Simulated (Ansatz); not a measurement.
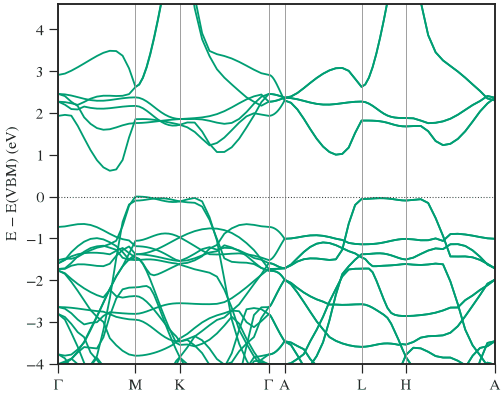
Figure: Band structure from r²SCAN (plane waves, PAW; program Ansatz)

**Question.** Read off the gap and where the band edges lie.

**Answer.** About 0.6 eV (0.61 eV by a search for the band edges); maximum at M, minimum on the Γ–M line, 69 % of the way from Γ.

**Question.** Which compound is it?
(A) ZnO, wurtzite
(B) CoAuO2, P6_3/mmc (Co on 2a, Au on 2c, O on 4f)
(C) CdS, wurtzite
(D) ErAl3C3, P6_3/mmc (Pearson symbol hP14)

**Answer.** B, CoAuO2, P6_3/mmc (Co on 2a, Au on 2c, O on 4f)

The workflow started from a Materials Project entry (that database holds measured and hypothetical structures alike); the Crystallography Open Database copy checked does not list it. Its standing as an ambient phase is unchecked. The r²SCAN relaxation kept the symmetry of its start; whether a distortion lowers the energy is not shown. The run is not spin-polarised. No Hubbard U is applied. Spin–orbit coupling is left out wherever it is not named.

Potentials: the later of the program's two PAW sets.
